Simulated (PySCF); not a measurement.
# Bi⁺: dipole response in aug-cc-pVQZ-PP with ECP60

How polarisable is Bi⁺ at the levels listed below?

Method: unrestricted determinants in a Gaussian basis, no spin-orbit coupling in the energies. Code: PySCF 2.14.0.

### Step 1. What is computed

```
Element     : bismuth (Z = 83)
Basis       : aug-cc-pVQZ-PP with ECP60MDF (7s7p5d3f2g, 92 functions)
Hamiltonian : scalar relativity through the core potential
State 1     : Bi⁺: [Xe] 4f14 5d10 6s2 6p2, high-spin 3P determinant
Methods     : UHF, PBE, PBE0
```

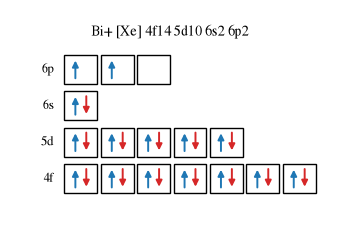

Occupation of the outer shells (arrows by Hund's rule).

One driver process ran all states and methods and kept the integrals in memory. Each run is shown as a PySCF script that sums up its settings (the driver passes frozen orbitals as a list and adds second-order terms of double hybrids); the logs are those of the runs themselves. The driver starts from symmetry-adapted Hartree-Fock orbitals, holds the occupation by maximum overlap and uses a logarithmic radial grid for functionals, so a plain start would take other cycles.

The integrals over 92 functions and the set-up took 1.4 s of CPU time.

### Step 2. Bi⁺: the ladder of methods

Level: UHF.

File input.py:

```python
from pyscf import gto, scf, dft, mp, cc
import basis_set_exchange as bse
txt = bse.get_basis("aug-cc-pVQZ-PP", elements=["Bi"], fmt="nwchem", header=False)
cut = txt.index("\nECP")
mol = gto.M(atom="Bi 0 0 0", charge=1, spin=2, symmetry="D2h",
            basis=gto.basis.parse(txt[:cut]),
            ecp={"Bi": gto.basis.parse_ecp(txt[cut:])})
mf = scf.UHF(mol)
mf.irrep_nelec = {'Ag': (4, 4), 'B1g': (1, 1), 'B2g': (1, 1), 'B3g': (1, 1), 'B1u': (2, 1), 'B2u': (2, 1), 'B3u': (1, 1)}
mf.kernel()
```

What it wrote:

```text
damping factor = 0
level_shift factor = 0
DIIS = <class 'pyscf.scf.diis.CDIIS'>
diis_start_cycle = 1
diis_space = 10
diis_damp = 0
SCF conv_tol = 1e-09
SCF conv_tol_grad = None
number electrons alpha = 12  beta = 10
cycle= 1 E= -213.292688070371  delta_E= -0.00262  |g|= 0.016  |ddm|= 0.0903
cycle= 2 E= -213.292924360679  delta_E= -0.000236  |g|= 0.00532  |ddm|= 0.0271
cycle= 3 E= -213.292956176473  delta_E= -3.18e-05  |g|= 0.000452  |ddm|= 0.0141
cycle= 4 E= -213.292956428068  delta_E= -2.52e-07  |g|= 0.000119  |ddm|= 0.00145
cycle= 5 E= -213.292956436459  delta_E= -8.39e-09  |g|= 2.3e-05  |ddm|= 0.000281
cycle= 6 E= -213.292956436849  delta_E= -3.9e-10  |g|= 3.13e-06  |ddm|= 8.77e-05
converged SCF energy = -213.292956436849  <S^2> = 2.0083802  2S+1 = 3.0055816
```

CPU time 16 s on a shared host, the integrals not counted.

Orbital energies by shell (radii are means over both spins):

| shell | electrons | mean orbital energy (eV) | spread (eV) | rms radius (bohr) |
| --- | --- | --- | --- | --- |
| 5s α | 1 | -190.26 | 0 | 0.899 |
| 5s β | 1 | -189.99 | 0 | 0.899 |
| 5p α | 3 | -124.26 | 0.179 | 1.02 |
| 5p β | 3 | -124.06 | 0.568 | 1.02 |
| 5d α | 5 | -44.083 | 0.410 | 1.32 |
| 5d β | 5 | -43.782 | 0.712 | 1.32 |
| 6s α | 1 | -27.943 | 0 | 2.32 |
| 6s β | 1 | -23.919 | 0 | 2.32 |
| 6p α | 2 | -15.671 | 0 | 2.98 |

⟨S²⟩ = 2.008, ⟨L²⟩ = 2.02.

The driver then solved the coupled dipole response at imaginary frequencies: mean α = 27.62 bohr³ (xx, yy, zz: 24.19, 29.33, 29.33), C₆ = 256.8 au for a like pair.

Energies and moments cover only the electrons outside the core potential. Spin-orbit coupling is strong in this species (close to jj coupling), so the high-spin LS determinant is a model state, not a physical level.

Level: PBE.

input.py differs from the last one in:

```diff
@@ -7,3 +7,3 @@
             ecp={"Bi": gto.basis.parse_ecp(txt[cut:])})
-mf = scf.UHF(mol)
+mf = dft.UKS(mol, xc="PBE")
 mf.irrep_nelec = {'Ag': (4, 4), 'B1g': (1, 1), 'B2g': (1, 1), 'B3g': (1, 1), 'B1u': (2, 1), 'B2u': (2, 1), 'B3u': (1, 1)}
```

What it wrote:

```text
damping factor = 0
level_shift factor = 0
DIIS = <class 'pyscf.scf.diis.CDIIS'>
diis_start_cycle = 1
diis_space = 10
diis_damp = 0
SCF conv_tol = 1e-09
SCF conv_tol_grad = None
number electrons alpha = 12  beta = 10
XC functionals = PBE
    J. P. Perdew, K. Burke, and M. Ernzerhof.,  Phys. Rev. Lett. 77, 3865 (1996)
    J. P. Perdew, K. Burke, and M. Ernzerhof.,  Phys. Rev. Lett. 78, 1396 (1997)
    J. P. Perdew, K. Burke, and M. Ernzerhof.,  Phys. Rev. Lett. 77, 3865 (1996)
    J. P. Perdew, K. Burke, and M. Ernzerhof.,  Phys. Rev. Lett. 78, 1396 (1997)
cycle= 1 E= -214.32305463938  delta_E= -0.0109  |g|= 0.0119  |ddm|= 0.621
cycle= 2 E= -214.32308678616  delta_E= -3.21e-05  |g|= 0.00679  |ddm|= 0.0411
cycle= 3 E= -214.323095889795  delta_E= -9.1e-06  |g|= 0.0012  |ddm|= 0.0166
cycle= 4 E= -214.323096320387  delta_E= -4.31e-07  |g|= 9.25e-05  |ddm|= 0.0037
cycle= 5 E= -214.323096323541  delta_E= -3.15e-09  |g|= 6.28e-06  |ddm|= 0.000251
cycle= 6 E= -214.323096323557  delta_E= -1.57e-11  |g|= 4.88e-07  |ddm|= 2.04e-05
converged SCF energy = -214.323096323557  <S^2> = 2.0013904  2S+1 = 3.0009268
```

CPU time 25 s on a shared host, the integrals not counted.

The driver then solved the coupled dipole response at imaginary frequencies: mean α = 28.01 bohr³ (xx, yy, zz: 23.69, 30.17, 30.17), C₆ = 257.4 au for a like pair.

Level: PBE0.

input.py differs from the last one in:

```diff
@@ -7,3 +7,3 @@
             ecp={"Bi": gto.basis.parse_ecp(txt[cut:])})
-mf = dft.UKS(mol, xc="PBE")
+mf = dft.UKS(mol, xc="PBE0")
 mf.irrep_nelec = {'Ag': (4, 4), 'B1g': (1, 1), 'B2g': (1, 1), 'B3g': (1, 1), 'B1u': (2, 1), 'B2u': (2, 1), 'B3u': (1, 1)}
```

What it wrote:

```text
damping factor = 0
level_shift factor = 0
DIIS = <class 'pyscf.scf.diis.CDIIS'>
diis_start_cycle = 1
diis_space = 10
diis_damp = 0
SCF conv_tol = 1e-09
SCF conv_tol_grad = None
number electrons alpha = 12  beta = 10
XC functionals = PBE0
    C. Adamo and V. Barone.,  J. Chem. Phys. 110, 6158 (1999)
    M. Ernzerhof and G. E. Scuseria.,  J. Chem. Phys. 110, 5029 (1999)
cycle= 1 E= -214.300967442726  delta_E= -0.00691  |g|= 0.00917  |ddm|= 0.458
cycle= 2 E= -214.301012723183  delta_E= -4.53e-05  |g|= 0.000969  |ddm|= 0.0371
cycle= 3 E= -214.30101351055  delta_E= -7.87e-07  |g|= 0.000103  |ddm|= 0.00468
cycle= 4 E= -214.301013521188  delta_E= -1.06e-08  |g|= 2.76e-05  |ddm|= 0.000368
cycle= 5 E= -214.301013521418  delta_E= -2.3e-10  |g|= 1.18e-05  |ddm|= 8.25e-05
converged SCF energy = -214.301013521418  <S^2> = 2.0023857  2S+1 = 3.0015901
```

CPU time 38 s on a shared host, the integrals not counted.

The driver then solved the coupled dipole response at imaginary frequencies: mean α = 27.45 bohr³ (xx, yy, zz: 23.50, 29.43, 29.43), C₆ = 252.5 au for a like pair.

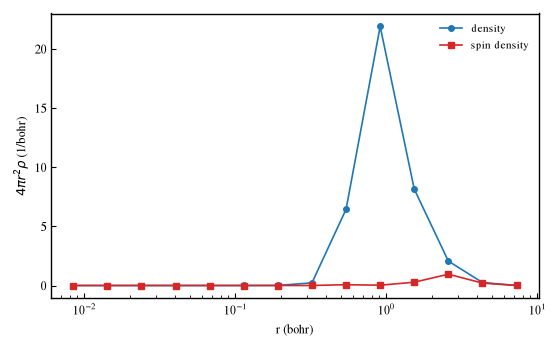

Radial density 4πr²ρ of Bi⁺ at UHF, the electrons outside the core potential, at 14 stored radii joined by straight lines.

### Step 3. Polarisabilities and C₆

Bi⁺, in atomic units:

| method | mean α | C₆ (like pair) | S(−4) |
| --- | --- | --- | --- |
| UHF | 27.62 | 256.8 | 187.3 |
| PBE | 28.01 | 257.4 | 213.7 |
| PBE0 | 27.45 | 252.5 | 196.5 |

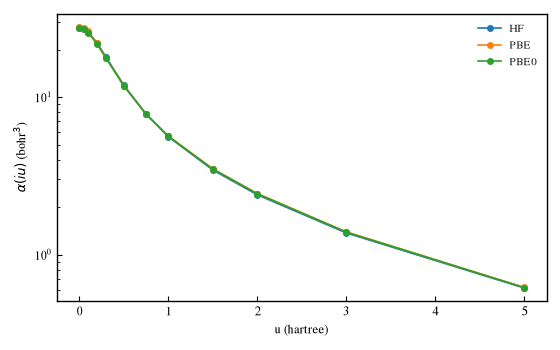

α(iu) of Bi⁺, the polarisability at imaginary frequency, on a logarithmic scale.

### Step 4. Summary of results

| quantity | value |
| --- | --- |
| α of Bi⁺ | 27.45 (PBE0) to 28.01 (PBE) bohr³ |

What this shows: A single London oscillator with the computed α and C₆ of Bi⁺ at UHF would have ω = 4 C₆ / (3 α²) = 0.449 hartree. All values hold for this basis alone; no basis-set limit was taken.
